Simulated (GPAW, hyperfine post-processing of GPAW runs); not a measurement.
# Hyperfine shifts in MgV2Cd2O7 from spin-polarised DFT

Wanted: contact shifts and dipolar anisotropies of 25Mg, 17O and 113Cd in paramagnetic MgV2Cd2O7 at 298 K.

Main program and level: GPAW 26.7.0; DFT, revPBE+U, plane-wave PAW, GPAW setups, collinear spin, scalar-relativistic.

### Step 1. The starting structure

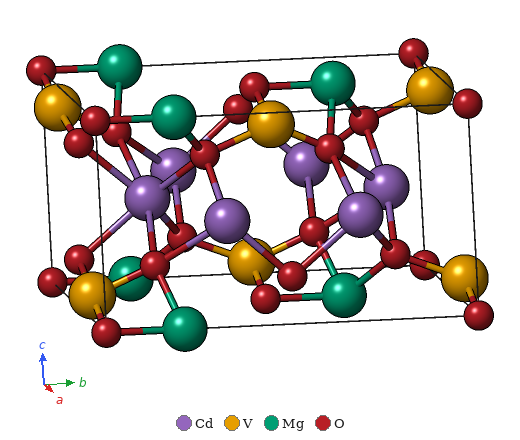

The cell as given, slightly off an axis (cadmium purple, vanadium orange, magnesium teal, oxygen red). This picture shows the conventional cell, with its axes. Bonds to atoms that aren't drawn are left out. Some periodic images of atoms are drawn too.

Structure file:

```
Cd V Mg O
1.0
     3.19798   -4.91298    0.00000
     3.19798    4.91298    0.00000
    -1.33461    0.00000    5.30011
Cd V Mg O
2 2 1 7
Direct
  0.66095 0.33905 0.50000
  0.30315 0.69685 0.50000
  0.25719 0.26265 0.88631
  0.73735 0.74281 0.11369
  0.78981 0.21019 0.00000
  0.54422 0.57085 0.78908
  0.42915 0.45578 0.21092
  0.00058 0.99942 0.00000
  0.02869 0.35979 0.74248
  0.64021 0.97131 0.25752
  0.91692 0.55822 0.24194
  0.44178 0.08308 0.75806
```

The cell is a computed entry of the Materials Project; it need not be the form that is stable at ambient conditions. The atoms stand as given; the largest force on them is 0.20 eV/Å.

### Step 2. All moments parallel

With all V moments parallel, the spin density at each nucleus is that of the fully magnetised paramagnet. A Hubbard U holds the open shell closer to the ion than the plain functional does, which changes how much spin reaches the ligands. GPAW's U acts on normalised projectors, so its value can't be carried over from other programs one to one.

The input, scf.py:

```python
import json
from ase import Atoms
from ase.parallel import parprint
from gpaw import GPAW, PW, FermiDirac, MixerDif

atoms = Atoms(['Cd', 'Cd', 'V', 'V', 'Mg', 'O', 'O', 'O', 'O', 'O', 'O', 'O'],
              cell=[[3.197981, -4.912977, 0.0], [3.197981, 4.912977, 0.0], [-1.334607, 0.0, 5.300107]],
              scaled_positions=[[0.660954, 0.339046, 0.5], [0.303153, 0.696847, 0.5], [0.257185, 0.262654, 0.886313], [0.737346, 0.742815, 0.113687], [0.789811, 0.210189, 0.0], [0.544216, 0.570848, 0.789082], [0.429152, 0.455784, 0.210918], [0.000584, 0.999416, 0.0], [0.028686, 0.359788, 0.742477], [0.640212, 0.971314, 0.257523], [0.916925, 0.558223, 0.24194], [0.441777, 0.083075, 0.75806]],
              magmoms=[0.0, 0.0, 1.0, 1.0, 0.0, 0.0, 0.0, 0.0, 0.0, 0.0, 0.0, 0.0], pbc=True)
atoms.calc = GPAW(mode=PW(500), xc='revPBE', kpts={'size': (4, 4, 4), 'gamma': True}, spinpol=True, setups={'V': ':d,3.2'},
                  occupations=FermiDirac(0.02, fixmagmom=True), mixer=MixerDif(0.12, 6, 30),
                  convergence={'density': 1e-5}, maxiter=150, symmetry={'tolerance': 1e-4},
                  legacy_gpaw=True, txt='scf.txt')
parprint('energy', atoms.get_potential_energy())
parprint('moment', atoms.get_magnetic_moment())
parprint('moments', json.dumps(atoms.get_magnetic_moments().round(4).tolist()))
parprint('fermi', json.dumps(list(map(float, atoms.calc.get_fermi_levels()))))
levels = [[e - f for k in range(len(atoms.calc.get_ibz_k_points())) for e in atoms.calc.get_eigenvalues(k, s)] for s, f in enumerate(atoms.calc.get_fermi_levels())]
parprint('gap', min(min(e for e in x if e > 0) + f for x, f in zip(levels, atoms.calc.get_fermi_levels())) - max(max(e for e in x if e <= 0) + f for x, f in zip(levels, atoms.calc.get_fermi_levels())))
parprint('positions', json.dumps(atoms.get_scaled_positions(wrap=False).round(6).tolist()))
parprint('forces', json.dumps(atoms.get_forces().round(4).tolist()))
atoms.calc.write('gs.gpw')
```

A second script reads the saved density on one core and turns GPAW's hyperfine parameters into fields at the nuclei:

The input, contact.py:

```python
import numpy as np
from ase import units
from gpaw import GPAW
from gpaw.hyperfine import G_FACTOR_E, alpha, hyperfine_parameters, paw_correction
from gpaw.utilities import unpack_density

calc = GPAW('gs.gpw', legacy_gpaw=True, txt=None)
tesla = units._e / units._hplanck / 7.6225932e6 / 2  # eV per unit g_N to the field at the nucleus
unit = np.pi * alpha**2 * G_FACTOR_E * units._me / units._mp * units.Ha
valence = hyperfine_parameters(calc, exclude_core=True)
print('atom     contact field (T): all, valence')
for a, s in enumerate(calc.get_atoms().symbols):
    args = unpack_density(calc.density.D_asp[a]), calc.wfs.setups[a], calc.hamiltonian.xc
    try:  # the response of the frozen core, atom by atom
        core = (paw_correction(*args, False) - paw_correction(*args, True)) * unit
    except AssertionError:
        core = np.full((3, 3), np.nan)
    print(f'{a + 1:3d} {s:2s} {np.trace(valence[a] + core) / 3 * tesla:11.5f} {np.trace(valence[a]) / 3 * tesla:11.5f}')
```

The run is started by

```sh
> OMP_NUM_THREADS=1 mpirun -n 4 gpaw python scf.py > gpaw.log
> python contact.py
```

Numbers of over 12 decimals in the logs are rounded to 6 here.

Output:

```text
[a pick of lines from scf.txt and the scripts' output, long numbers rounded; set-up, eigenvalues, and the printed gap, site moments, positions and forces are left out]
Symmetries present (total): 2
64 k-points: 4 x 4 x 4 Monkhorst-Pack grid + [1/8,1/8,1/8]
24 k-points in the irreducible part of the Brillouin zone
  Cutoff energy: 500.000 eV
Occupation numbers: Fixed magnetic moment: 2.000
  width: 0.0200  # eV
XC parameters: revPBE with 2 nearest neighbor stencil
Number of bands in calculation: 67
Number of valence electrons: 102
iter:   1 02:59:55   -79.385075                   +2.0012
iter:   2 02:59:58   -70.745839   -0.44  -0.95    +2.0004
iter:   3 03:00:02   -67.338276   -0.29  -1.10    +2.0001
[... 66 further iterations ...]
iter:  70 03:04:23   -67.504285c  -6.96  -4.49    +2.0000
iter:  71 03:04:27   -67.504285c  -6.57  -4.78    +2.0000
iter:  72 03:04:31   -67.504292c  -7.72c -5.02c   +2.0000
Converged after 72 iterations.
Total magnetic moment: (0.000000, 0.000000, 2.000000)
Local magnetic moments:
Free energy:    -67.504292
Extrapolated:   -67.504292
Fermi levels: 5.08055, 5.09839
energy -67.504292
moment 2.000000
fermi [5.080548, 5.098392]
atom     contact field (T): all, valence
  1 Cd    12.19504    12.06756
  2 Cd     4.02194     3.97190
  3 V    -12.54559     6.43933
  4 V    -12.54559     6.43933
  5 Mg    -0.41638    -0.42124
  6 O     -0.11979    -0.41688
  7 O     -0.11979    -0.41688
  8 O     -0.55344    -0.30934
  9 O     -0.19109    -0.93009
 10 O     -0.19109    -0.93009
 11 O     -0.26778    -0.48526
 12 O     -0.26778    -0.48526
```

Elapsed: 4.9 min, on 4 MPI ranks of Arm Neoverse V2, shared host.

The cell holds 2.00 μB on 2 V, so S = 0.50. The total moment is held at that value. The contact field is B = (2μ₀/3) μB ρ_s, 7.769 T for 1 e/Å³, and A_iso = γB/(2πS) sums over all ions. The valence part leaves out the polarisation of the frozen cores, which GPAW adds afterwards by solving for the core states in the spin-dependent potential:

```
 site  atom  atoms in cell                                                  links to V  field (T)  valence part (T)  A_iso (MHz)
   Mg     5              1                   4 V through links of 89° (4) and 109° (2)     -0.416            -0.421         2.17
 O(1)     6              2                             bonded to 2 V at 1.87 to 2.10 Å     -0.120            -0.417         1.38
 O(2)     8              1                                     bonded to 2 V at 1.91 Å     -0.553            -0.309         6.39
 O(3)     9              2                                     bonded to 1 V at 1.79 Å     -0.191            -0.930         2.21
 O(4)    11              2                                     bonded to 1 V at 1.92 Å     -0.268            -0.485         3.09
Cd(1)     1              1  6 V through links of 98 to 102° (4), 125° (2) and 161° (2)       12.2              12.1         -231
Cd(2)     2              1           6 V through links of 102° (4) and 129 to 131° (4)       4.02              3.97        -76.3
```

### Step 3. One ion reversed at a time

Above the ordering point the moments are not free: their couplings set the Weiss constant, which scales every shift. Reversing one ion measures these couplings, and shows at once how much of each shift that ion sends.

scf.py, as its differences from that of step 2:

```diff
@@ -8,3 +8,3 @@
               scaled_positions=[[0.660954, 0.339046, 0.5], [0.303153, 0.696847, 0.5], [0.257185, 0.262654, 0.886313], [0.737346, 0.742815, 0.113687], [0.789811, 0.210189, 0.0], [0.544216, 0.570848, 0.789082], [0.429152, 0.455784, 0.210918], [0.000584, 0.999416, 0.0], [0.028686, 0.359788, 0.742477], [0.640212, 0.971314, 0.257523], [0.916925, 0.558223, 0.24194], [0.441777, 0.083075, 0.75806]],
-              magmoms=[0.0, 0.0, 1.0, 1.0, 0.0, 0.0, 0.0, 0.0, 0.0, 0.0, 0.0, 0.0], pbc=True)
+              magmoms=[0.0, 0.0, -1.0, 1.0, 0.0, 0.0, 0.0, 0.0, 0.0, 0.0, 0.0, 0.0], pbc=True)
 atoms.calc = GPAW(mode=PW(500), xc='revPBE', kpts={'size': (4, 4, 4), 'gamma': True}, spinpol=True, setups={'V': ':d,3.2'},
```

Output:

```text
[a pick of lines from scf.txt and the scripts' output, long numbers rounded; set-up, eigenvalues, and the printed gap, site moments, positions and forces are left out]
Symmetries present (total): 1
64 k-points: 4 x 4 x 4 Monkhorst-Pack grid + [1/8,1/8,1/8]
36 k-points in the irreducible part of the Brillouin zone
  Cutoff energy: 500.000 eV
Occupation numbers: Fixed magnetic moment: 0.000
  width: 0.0200  # eV
XC parameters: revPBE with 2 nearest neighbor stencil
Number of bands in calculation: 66
Number of valence electrons: 102
iter:   1 03:04:53   -79.030792                   +0.0000
iter:   2 03:04:58   -70.690464   -0.42  -0.95    -0.0000
iter:   3 03:05:04   -67.309803   -0.27  -1.10    -0.0000
[... 28 further iterations ...]
iter:  32 03:07:45   -67.502991c  -8.02c -4.81    +0.0000
iter:  33 03:07:50   -67.502994c  -8.02c -4.89    +0.0000
iter:  34 03:07:56   -67.502994c  -8.62c -5.08c   +0.0000
Converged after 34 iterations.
Total magnetic moment: (0.000000, 0.000000, 0.000000)
Local magnetic moments:
Free energy:    -67.502994
Extrapolated:   -67.502994
Fermi levels: 5.06582, 5.06582
energy -67.502994
moment 2.8782415816032006e-14
fermi [5.065825, 5.065825]
atom     contact field (T): all, valence
  1 Cd     0.00002    -0.00000
  2 Cd     0.00003    -0.00000
  3 V     13.51870    -4.95230
[...]
11 O     -0.12839    -0.31442
 12 O      0.12838     0.31442
```

It took 3.4 min on 4 MPI ranks; 14 min of CPU time.

The parallel state has -67.5043 eV at zero smearing. Each flip reverses one ion with all its periodic images. It gives an energy and, by half the change of the contact field, the share of that set of ions in each shift at 298 K (ppm; atoms of one site can get unlike shares):

```
atom reversed  energy (eV)  change (meV)    Mg        O(1)  O(2)        O(3)         O(4)  Cd(1)  Cd(2)
           V3     -67.5030           1.3  -469  -477 / 207  -624  -419 / -12  -446 / -157  13700   4530
```

In mean-field theory Θ = ΔE (S + 1) / (6 S k_B): Θ = 8 K. Couplings between an ion and its own images are missing, but in this cell they lie beyond the nearest magnetic neighbours. Θ = 0 is used for the shifts.

### Step 4. The ladder of functionals

Spin transfer to the ligands hangs on how far the functional delocalises the open shell, so other levels show how much the fields depend on it.

Contact fields (T) with all moments parallel; times on 4 MPI ranks of Arm Neoverse V2, shared host. The cutoff is 500 eV where none is named; the moment is held in each run.

```
                     level  moment (μB)     time      Mg     O(1)    O(2)     O(3)    O(4)  Cd(1)
        revPBE +U V 3.2 eV         2.00  4.9 min  -0.416   -0.120  -0.553   -0.191  -0.268   12.2
       revPBE (gap closed)         2.00     91 s  -0.204   0.0713   -1.32    0.112   0.406   21.2
        revPBE +U V 1.9 eV         2.00  3.3 min  -0.431  -0.0641  -0.625  -0.0887  -0.178   15.7
        revPBE +U V 4.5 eV         2.00  9.7 min  -0.402   -0.168  -0.578   -0.269  -0.330   10.1
           LDA +U V 3.2 eV         2.00  4.2 min  -0.441   -0.333   -1.00   -0.186  -0.363   15.0
revPBE +U V 3.2 eV, 650 eV         2.00   11 min  -0.415   -0.118  -0.566   -0.178  -0.265   12.1
```

### Step 5. Scaling to the paramagnet

The shift is δ = B · g μB (S + 1) / (3 k_B (T − Θ)) with g = 2; at 298 K and Θ = 0 K one tesla gives 2254 ppm. The anisotropy is a sum over point dipoles on the V ions, scaled alike; on atoms bound to V, spin in their own p shell adds an anisotropy that this leaves out.

```
 site  nucleus  δ_iso (ppm)  reduced anisotropy (ppm)  asymmetry
   Mg     25Mg         -939                      -254       0.85
 O(1)      17O         -270                      -552       0.62
 O(2)      17O        -1250                      1180       0.01
 O(3)      17O         -431                       715       0.04
 O(4)      17O         -604                       580       0.03
Cd(1)    113Cd        27500                       103       0.57
Cd(2)    113Cd         9070                       -83       0.56
```

The reduced anisotropy is δ_zz − δ_iso, with zz the principal value farthest from δ_iso. The Weiss constant adds its own doubt: exchange couplings from semilocal functionals with a U can miss even their sign, and a Θ lower by 100 K would lower every shift by 25 %.

17O MAS at 9.4 T (54.3 MHz), 62.5 kHz, 298 K; contact and dipolar shift alone, no orbital or quadrupolar part; lines under 1.5 % of the strongest are left out. NMR lines, with heights relative to the strongest:

```
position (ppm)        label  intensity
       -2399.0      O(2) -1        3.7
       -1755.1      O(4) -1        1.8
       -1582.2      O(3) -1        2.8
       -1421.5      O(1) -1        1.7
       -1247.5  O(2) centre         44
        -603.6  O(4) centre        100
        -430.7  O(3) centre         98
        -270.0  O(1) centre        100
         -96.0      O(2) +1        2.8
         547.9      O(4) +1        1.6
         720.8      O(3) +1        2.3
         881.5      O(1) +1        1.8
```

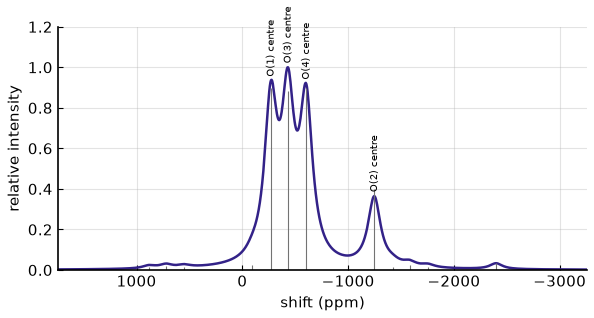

The NMR spectrum, broadened with Lorentzians of width 144 ppm; bars mark the lines.

### Step 6. Results

```json
{"spin of V": "0.50", "Weiss constant, mean field (rough, not used)": "8 K", "25Mg contact shift at 298 K, Θ = 0 K": "-939 ppm", "17O contact shift at 298 K, Θ = 0 K": "-270, -1250, -431, -604 ppm", "113Cd contact shift at 298 K, Θ = 0 K": "27500, 9070 ppm"}
```

In words: At 298 K the V moments shift 25Mg on Mg by -939 ppm, 17O on O(1) by -270 ppm, 17O on O(2) by -1250 ppm, 17O on O(3) by -431 ppm, 17O on O(4) by -604 ppm and 113Cd on Cd(1) by 27500 ppm, scaled with a pure Curie law. No measured Weiss constant is at hand, and the one from single flips is too rough to scale with, so the shifts are given for a pure Curie law; each 30 K of Θ would move them by about 10 %. Over the levels shown that carry no mark, the field at Mg runs from -0.441 T (LDA +U V 3.2 eV) to -0.402 T (revPBE +U V 4.5 eV). The shift of Mg is negative: the spin density at the nucleus is opposite to the V moments, the mark of spin polarisation outweighing delocalisation. All this holds only well above the ordering temperature and the strongest exchange, neither of which is computed. The orbital (chemical) shift and the pseudocontact shift from g anisotropy are not included. The moment is taken as spin only; V in this state can carry an orbital part, which tends to lower the real effective moment. GPAW's core response is not screened by the valence electrons and can be too large by up to a factor of two, so sites where total and valence fields differ much are unsure by that part. For anions bound to the magnetic ion the point-dipole anisotropy lacks the spin in their own p orbitals, and their lines are broad and relax fast. On O(1), O(2), O(3) and O(4) total and valence fields differ by over a quarter of the total (by up to 3.9 times the total); that core part hangs on the functional and on the program's treatment of the cores, and where it exceeds the total neither size nor sign of the shift is settled. The dipole sum is for a spherical crystallite; bulk susceptibility, which broadens real lines, and quadrupolar couplings are left out.

[Logs are printed without paths, hosts, clocks, repeated set-up lines and the standing remarks that a program may print on its own settings, such as how far it seeks lower states.]

[Hosts, paths, dates, database ids (printed as entryN), source tags and the programs' standing remarks are cut or masked in the printed files.]
